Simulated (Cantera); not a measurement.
Feed: 1 mol SiHCl₃, 0.15 mol NH₃, 18 mol N₂, held at 24.0 Pa.

These are equilibrium values from Cantera (NASA tables, ideal gas, pure condensed phases), not measurements of a reactor. Candidate condensed phases: NH₄Cl, Si, Si₃N₄; 28 gas species. The tables' values for SiCl₃, SiCl are old estimates; treat these amounts as uncertain. The numbers say what is thermodynamically allowed, not how fast it happens.

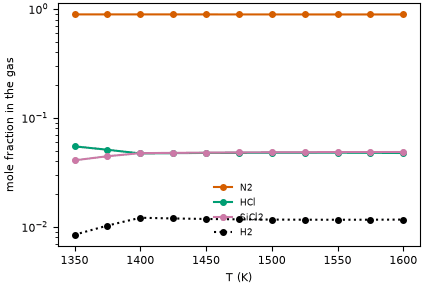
Figure: Equilibrium gas composition (values under 1e-9 drawn at 1e-9)

From 1350 K to 1375 K the condensed part is Si₃N₄(s). From 1400 K to 1600 K nothing is condensed. The main Si-bearing gas is SiCl₂ throughout.
